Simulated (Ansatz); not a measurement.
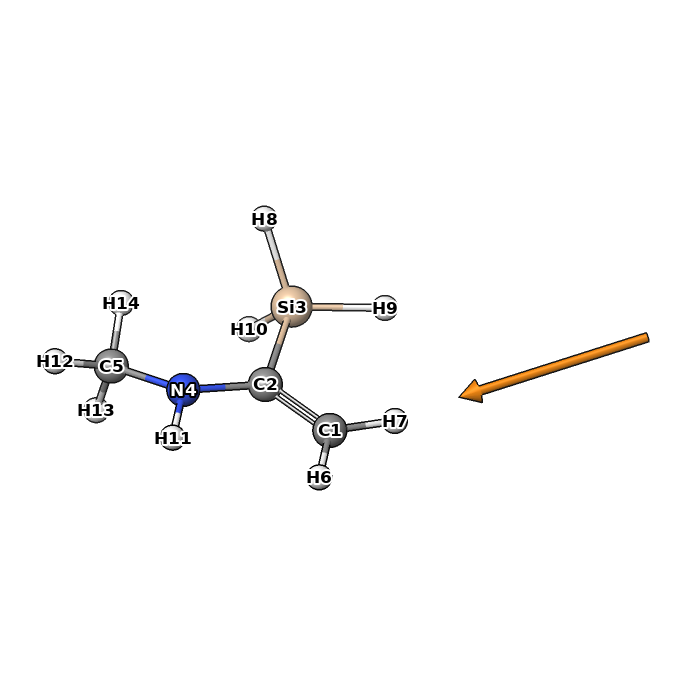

The arrow beside the molecule shows the direction of the dipole moment, from the negative to the positive end (its length means nothing). The geometry was computed by an optimisation with PBE-D4/def2-SVP. No frequency run is at hand to confirm it as a minimum. Properties computed with RKS PBE-D4/def2-SVP (Ansatz 0.2.0).

**How large is the dipole moment?**

1.86 D; it points from the side of H9 to the side of H12 (the outermost atoms at the two ends).
